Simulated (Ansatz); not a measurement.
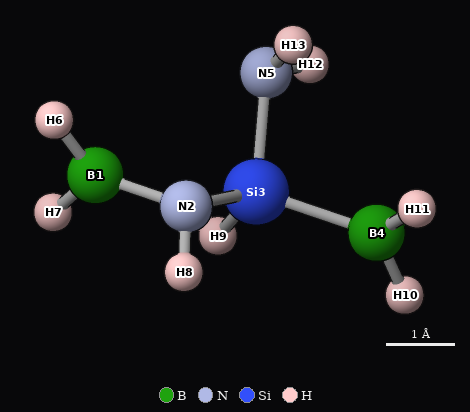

Fig. 1: The starting structure (ball-and-stick view, seen at a tilt; atoms are numbered from 1 in the order of the input). Bond lengths as drawn: B–H 1.17 to 1.22 Å, B–N 1.48 Å, B–Si 1.93 Å, H–N 1.00 to 1.02 Å, H–Si 1.42 Å and N–Si 1.79 to 1.82 Å.

# Run report: B$_{2}$SiN$_{2}$H$_{8}$, geometry relaxation (part 1 of 3)

- system: B$_{2}$SiN$_{2}$H$_{8}$, SMILES BN[SiH](B)N
- method: RKS PBE-D4/def2-SVP (Ansatz 0.2.0)

The geometry: force-field start. Figures and captions count atoms from 1; the log counts them from 0 in places.

**Input**
```yaml
crystal:
  periodic: [false, false, false]
  atoms:
    - {symbol: B, position_ang: [-0.832800, 1.756800, 1.138100]}
    - {symbol: N, position_ang: [-0.789800, 0.280400, 1.079300]}
    - {symbol: Si, position_ang: [-0.027800, -0.172400, -0.475900]}
    - {symbol: B, position_ang: [0.047300, -2.094700, -0.654200]}
    - {symbol: N, position_ang: [1.703300, 0.392100, -0.482300]}
    - {symbol: H, position_ang: [-0.379800, 2.409800, 2.015000]}
    - {symbol: H, position_ang: [-1.475300, 2.392900, 0.313600]}
    - {symbol: H, position_ang: [-1.725600, -0.065000, 1.040600]}
    - {symbol: H, position_ang: [-0.714500, 0.443600, -1.551600]}
    - {symbol: H, position_ang: [-0.573300, -2.598000, -1.548700]}
    - {symbol: H, position_ang: [0.494000, -2.784300, 0.177400]}
    - {symbol: H, position_ang: [2.153500, 0.070900, -1.336700]}
    - {symbol: H, position_ang: [2.141000, -0.066700, 0.300400]}
basis:
  gaussian: {orbitals: def2-SVP}
hamiltonian: {xc: pbe, dispersion: d4}
relax: {f_tol: 0.03, max_steps: 200}
```

Run on 4 threads of Arm Neoverse V1, 23 GiB of memory available, shared host.

Command:
```bash
ansatz run in.yaml --threads 4 --pin off --events-out ev --progress --plain --max-ram 10444MiB
```

**Output**
```
Functional definition: PBE
  name "PBE"
  cite "Perdew, Burke & Ernzerhof, Phys. Rev. Lett. 77, 3865 (1996) doi:10.1103/PhysRevLett.77.3865"
  parent pbe
  parameter kappa = 0.804
  parameter beta = 0.06672455060314922
  exchange = pbe_x(kappa = kappa, mu = beta*pi^2/3)
  correlation = pbe_c(beta = beta)
1312 factors; their error is unknown
mean field evaluation 1: about -12309.7368 eV, gradient 8.0e1 eV
mean field evaluation 2: about -12235.8314 eV, gradient 1.6e2 eV
mean field evaluation 4: about -12323.0853 eV, gradient 1.1e1 eV
mean field evaluation 8: about -12323.4320 eV, gradient 9.2e-2 eV
mean field evaluation 16: about -12323.3601 eV, gradient 7.1e-5 eV
mean field -12323.36009708 eV, -452.8751304942 hartree, gradient 7.1e-5 eV, S^2 0.000000; 0 other end points of the search recorded, 0 dependent functions left out
the calculation of the forces begins
reference -12323.36014109 eV, -452.8751321114 hartree; 23, 23 occupied and 91, 91 virtual orbitals, 1312 factors
relax step   1: F+E_penalty+E_count = -12323.63035808 eV  Δ(F+E_penalty+E_count) = +0.000e0 eV  max|allowed force component| = 2.015e0 eV/Å  Δτ_max = 0.0000 Å  (28 SCF iters, accepted)
these checks for a lower state are left out or cut short: starts, cluster_reference, orbital_swaps, neighbouring_geometries, increment
1312 factors; their error is unknown
mean field -12323.71304847 eV, -452.8881012186 hartree, gradient 1.5e-5 eV, S^2 0.000000; 0 other end points of the search recorded, 0 dependent functions left out
[... from here on the field's lines of each further geometry are left out, up to the last ...]
relax step   2: F+E_penalty+E_count = -12323.98055552 eV  Δ(F+E_penalty+E_count) = -3.502e-1 eV  max|allowed force component| = 1.035e0 eV/Å  Δτ_max = 0.1923 Å  (30 SCF iters, accepted)
relax step   3: F+E_penalty+E_count = -12324.18968126 eV  Δ(F+E_penalty+E_count) = -2.091e-1 eV  max|allowed force component| = 6.223e-1 eV/Å  Δτ_max = 0.1544 Å  (30 SCF iters, accepted)
relax step   4: F+E_penalty+E_count = -12324.38123919 eV  Δ(F+E_penalty+E_count) = -1.916e-1 eV  max|allowed force component| = 5.135e-1 eV/Å  Δτ_max = 0.1998 Å  (30 SCF iters, accepted)
relax step   5: F+E_penalty+E_count = -12324.55998532 eV  Δ(F+E_penalty+E_count) = -1.787e-1 eV  max|allowed force component| = 8.056e-1 eV/Å  Δτ_max = 0.1952 Å  (29 SCF iters, accepted)
relax step   6: F+E_penalty+E_count = -12324.72332572 eV  Δ(F+E_penalty+E_count) = -1.633e-1 eV  max|allowed force component| = 9.521e-1 eV/Å  Δτ_max = 0.1999 Å  (30 SCF iters, accepted)
relax step   7: F+E_penalty+E_count = -12324.90053586 eV  Δ(F+E_penalty+E_count) = -1.772e-1 eV  max|allowed force component| = 6.055e-1 eV/Å  Δτ_max = 0.1934 Å  (27 SCF iters, accepted)
relax step   8: F+E_penalty+E_count = -12325.05527496 eV  Δ(F+E_penalty+E_count) = -1.547e-1 eV  max|allowed force component| = 5.684e-1 eV/Å  Δτ_max = 0.2000 Å  (29 SCF iters, accepted)
relax step   9: F+E_penalty+E_count = -12325.17905504 eV  Δ(F+E_penalty+E_count) = -1.238e-1 eV  max|allowed force component| = 5.237e-1 eV/Å  Δτ_max = 0.1964 Å  (28 SCF iters, accepted)
relax step  10: F+E_penalty+E_count = -12325.22619517 eV  Δ(F+E_penalty+E_count) = -4.714e-2 eV  max|allowed force component| = 7.725e-1 eV/Å  Δτ_max = 0.1954 Å  (29 SCF iters, accepted)
relax step  11: F+E_penalty+E_count = -12325.33860341 eV  Δ(F+E_penalty+E_count) = -1.124e-1 eV  max|allowed force component| = 3.206e-1 eV/Å  Δτ_max = 0.2000 Å  (29 SCF iters, accepted)
relax step  12: F+E_penalty+E_count = -12325.36965596 eV  Δ(F+E_penalty+E_count) = -3.105e-2 eV  max|allowed force component| = 3.262e-1 eV/Å  Δτ_max = 0.1999 Å  (28 SCF iters, accepted)
relax step  13: F+E_penalty+E_count = -12325.38604207 eV  Δ(F+E_penalty+E_count) = -1.639e-2 eV  max|allowed force component| = 6.174e-1 eV/Å  Δτ_max = 0.0695 Å  (29 SCF iters, accepted)
relax step  14: F+E_penalty+E_count = -12325.40219601 eV  Δ(F+E_penalty+E_count) = -1.615e-2 eV  max|allowed force component| = 2.444e-1 eV/Å  Δτ_max = 0.2000 Å  (29 SCF iters, accepted)
relax step  15: F+E_penalty+E_count = -12325.41617420 eV  Δ(F+E_penalty+E_count) = -1.398e-2 eV  max|allowed force component| = 2.984e-1 eV/Å  Δτ_max = 0.0618 Å  (30 SCF iters, accepted)
relax step  16: F+E_penalty+E_count = -12325.45672943 eV  Δ(F+E_penalty+E_count) = -4.056e-2 eV  max|allowed force component| = 2.813e-1 eV/Å  Δτ_max = 0.1591 Å  (30 SCF iters, accepted)
relax step  17: F+E_penalty+E_count = -12325.54530512 eV  Δ(F+E_penalty+E_count) = -8.858e-2 eV  max|allowed force component| = 5.753e-1 eV/Å  Δτ_max = 0.1952 Å  (29 SCF iters, accepted)
relax step  18: F+E_penalty+E_count = -12325.73367372 eV  Δ(F+E_penalty+E_count) = -1.884e-1 eV  max|allowed force component| = 6.906e-1 eV/Å  Δτ_max = 0.1740 Å  (29 SCF iters, accepted)
relax step  19: F+E_penalty+E_count = -12325.90685417 eV  Δ(F+E_penalty+E_count) = -1.732e-1 eV  max|allowed force component| = 8.284e-1 eV/Å  Δτ_max = 0.1075 Å  (28 SCF iters, accepted)
relax step  20: F+E_penalty+E_count = -12325.93827313 eV  Δ(F+E_penalty+E_count) = -3.142e-2 eV  max|allowed force component| = 2.355e0 eV/Å  Δτ_max = 0.1934 Å  (34 SCF iters, accepted)
relax step  21: F+E_penalty+E_count = -12326.10806645 eV  Δ(F+E_penalty+E_count) = -1.698e-1 eV  max|allowed force component| = 3.277e-1 eV/Å  Δτ_max = 0.0876 Å  (29 SCF iters, accepted)
relax step  22: F+E_penalty+E_count = -12326.12253226 eV  Δ(F+E_penalty+E_count) = -1.447e-2 eV  max|allowed force component| = 1.493e-1 eV/Å  Δτ_max = 0.0731 Å  (31 SCF iters, accepted)
relax step  23: F+E_penalty+E_count = -12326.13290964 eV  Δ(F+E_penalty+E_count) = -1.038e-2 eV  max|allowed force component| = 1.757e-1 eV/Å  Δτ_max = 0.1633 Å  (29 SCF iters, accepted)
relax step  24: F+E_penalty+E_count = -12326.13959904 eV  Δ(F+E_penalty+E_count) = -6.689e-3 eV  max|allowed force component| = 1.246e-1 eV/Å  Δτ_max = 0.1280 Å  (30 SCF iters, accepted)
relax step  25: F+E_penalty+E_count = -12326.14426845 eV  Δ(F+E_penalty+E_count) = -4.669e-3 eV  max|allowed force component| = 1.153e-1 eV/Å  Δτ_max = 0.2000 Å  (29 SCF iters, accepted)
relax step  26: F+E_penalty+E_count = -12326.14966322 eV  Δ(F+E_penalty+E_count) = -5.395e-3 eV  max|allowed force component| = 6.606e-2 eV/Å  Δτ_max = 0.0430 Å  (31 SCF iters, accepted)
relax step  27: F+E_penalty+E_count = -12326.15014365 eV  Δ(F+E_penalty+E_count) = -4.804e-4 eV  max|allowed force component| = 1.691e-1 eV/Å  Δτ_max = 0.0363 Å  (30 SCF iters, accepted)
relax step  28: F+E_penalty+E_count = -12326.15076530 eV  Δ(F+E_penalty+E_count) = -6.216e-4 eV  max|allowed force component| = 8.626e-2 eV/Å  Δτ_max = 0.0506 Å  (30 SCF iters, accepted)
relax step  29: F+E_penalty+E_count = -12326.15198029 eV  Δ(F+E_penalty+E_count) = -1.215e-3 eV  max|allowed force component| = 3.470e-2 eV/Å  Δτ_max = 0.0211 Å  (31 SCF iters, accepted)
the calculation of the forces begins
reference -12325.88550074 eV, -452.9679373669 hartree; 23, 23 occupied and 91, 91 virtual orbitals, 1312 factors
relax step  30: F+E_penalty+E_count = -12326.15216459 eV  Δ(F+E_penalty+E_count) = -1.843e-4 eV  max|allowed force component| = 2.033e-2 eV/Å  Δτ_max = 0.0084 Å  (32 SCF iters, accepted)
1312 factors; their error is unknown
mean field evaluation 224: about -12311.8068 eV, gradient 7.7e1 eV
```

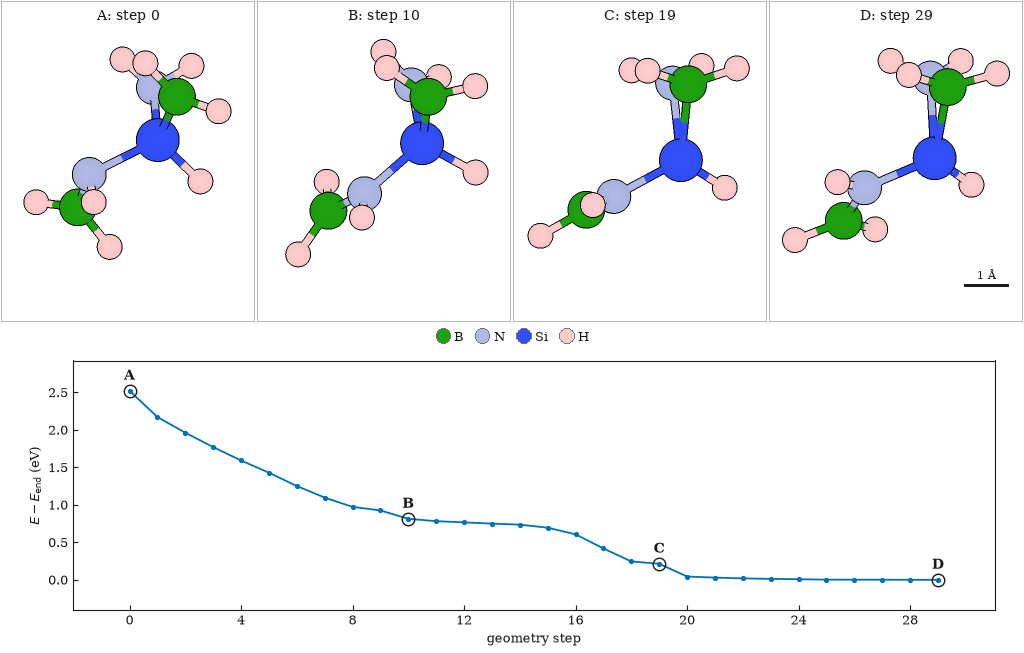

Fig. 2: Frames of the relaxation (ball-and-stick view, seen at a tilt) above the curves, on which the letters mark them (the first geometry is step 0 here and step 1 in the log).

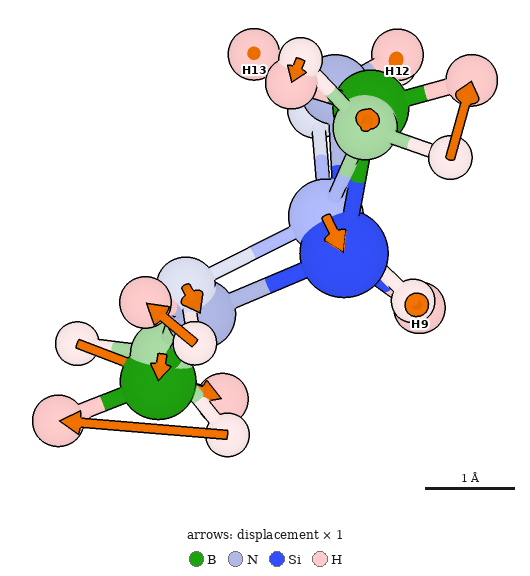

Fig. 3: Start (faint) and end (solid) with the displacements as orange arrows, at true length (ball-and-stick view, seen at a tilt). The two geometries are laid on each other by the best rigid fit. The largest move after the best rigid fit is that of H7, 1.95 Å. Largest moves by element: H 1.95 Å, N 1.07 Å, Si 0.50 Å, B 0.43 Å. Among the contacts that change: B4–N5 2.993 → 1.611 Å, Si3–N5 1.821 → 1.928 Å, Si3–H9 1.417 → 1.501 Å, B1–N2 1.478 → 1.412 Å. New bonds form: B4–N5 (2.99 → 1.61 Å). Among the angles that change: B4–Si3–N5 105.7° → 48.7°, B1–N2–Si3 107.4° → 127.6°, B4–Si3–H9 112.4° → 129.2°. Over 29 geometry steps the energy falls by 2.522 eV. Largest force component: 2 eV/Å at the start, 0.02 eV/Å at the end. (Atoms are counted from 1 in the order of the input.)

```
mean field -12325.88545730 eV, -452.9679357705 hartree, gradient 1.4e-5 eV, S^2 0.000000; 1 other end points of the search recorded, 0 dependent functions left out
the calculation of the forces begins
reference -12325.88550074 eV, -452.9679373669 hartree; 23, 23 occupied and 91, 91 virtual orbitals, 1312 factors
Total energy: -12326.15220803 eV, -452.9777386790 hartree
Atom 0 at    -1.102727     2.029996     1.026442 Å, force     0.013911    -0.011815     0.004204 eV/Å
Atom 1 at    -1.029144     0.651384     0.729426 Å, force     0.006394     0.020328    -0.004027 eV/Å
Atom 2 at    -0.388048    -0.107535    -0.744932 Å, force     0.003243    -0.002133    -0.001611 eV/Å
Atom 3 at     0.403552    -1.922531    -0.714832 Å, force    -0.011204    -0.005502    -0.004591 eV/Å
Atom 4 at     1.399434    -0.710319    -0.346641 Å, force    -0.009107    -0.005897     0.008636 eV/Å
Atom 5 at    -0.637251     2.830917     0.233522 Å, force    -0.011342    -0.011243     0.004661 eV/Å
Atom 6 at    -1.621314     2.395176     2.067103 Å, force    -0.004051    -0.002286    -0.003536 eV/Å
Atom 7 at    -1.449802     0.001029     1.403068 Å, force    -0.000227     0.007470    -0.004762 eV/Å
Atom 8 at    -0.185882     0.999433    -1.738669 Å, force    -0.000569    -0.000339     0.001473 eV/Å
Atom 9 at     0.646975    -2.464866    -1.776595 Å, force     0.002493     0.003761     0.001350 eV/Å
Atom 10 at     0.090519    -2.593609     0.254622 Å, force     0.005929     0.002856     0.000328 eV/Å
Atom 11 at     2.162698    -0.501308    -0.999840 Å, force    -0.000094    -0.000782     0.000948 eV/Å
Atom 12 at     1.731190    -0.642366     0.622328 Å, force     0.004625     0.005584    -0.003073 eV/Å
Dipole moment:     0.398678     0.095929     0.152499 e Å
```

**Trajectory as extended XYZ (Å, eV, eV/Å), 30 frames, from step=1 to step=30**
```
13
Properties=species:S:1:pos:R:3:forces:R:3 step=1 energy=-12323.63036
B    -0.8328    1.7568    1.1381   -0.9914  -0.6141  -0.3307
N    -0.7898    0.2804    1.0793    2.0151   1.3477   0.1372
Si   -0.0278   -0.1724   -0.4759    1.2907   0.0183   1.3558
B     0.0473   -2.0947   -0.6542   -1.1189  -0.2181  -0.1866
N     1.7033    0.3921   -0.4823   -1.7355   0.3205  -0.1775
H    -0.3798    2.4098    2.0150    0.7958   0.2236   0.6367
H    -1.4753    2.3929    0.3136   -0.0962   0.0156  -0.1673
H    -1.7256   -0.0650    1.0406   -1.4688  -0.5876  -0.2561
H    -0.7145    0.4436   -1.5516   -0.6974   0.9814  -1.5089
H    -0.5733   -2.5980   -1.5487    0.1533  -0.4171  -0.5344
H     0.4940   -2.7843    0.1774    0.7222  -0.7121   0.6966
H     2.1535    0.0709   -1.3367    0.3985   0.0395  -0.3566
H     2.1410   -0.0667    0.3004    0.7326  -0.3976   0.6917
13
Properties=species:S:1:pos:R:3:forces:R:3 step=2 energy=-12323.98056
B    -0.9020    1.7934    1.1691    0.8173  -0.0655  -0.2658
N    -0.7876    0.3298    1.0787    0.1800   0.7004   0.2105
Si   -0.0574   -0.1866   -0.4715    0.3559   0.3922   0.9076
B    -0.1168   -2.1631   -0.5809    0.7173  -0.8354  -1.0353
N     1.6546    0.3907   -0.4322   -0.8747  -0.5980  -0.3083
H    -0.2134    2.4259    1.9736   -0.1587  -0.1871  -0.1094
H    -1.5225    2.4337    0.3236   -0.4252  -0.0021   0.2968
H    -1.7358   -0.0583    1.0500   -0.3986  -0.2333  -0.1975
H    -0.6964    0.5077   -1.6090   -0.1104   0.2586  -0.5515
H    -0.4691   -2.7270   -1.6457   -0.0094   0.2451   0.6794
H     0.5785   -2.8612    0.1545   -0.3958   0.1212   0.1137
H     2.1410    0.1789   -1.3189    0.0420   0.1873   0.1921
H     2.1472   -0.0986    0.3238    0.2603   0.0166   0.0676
```
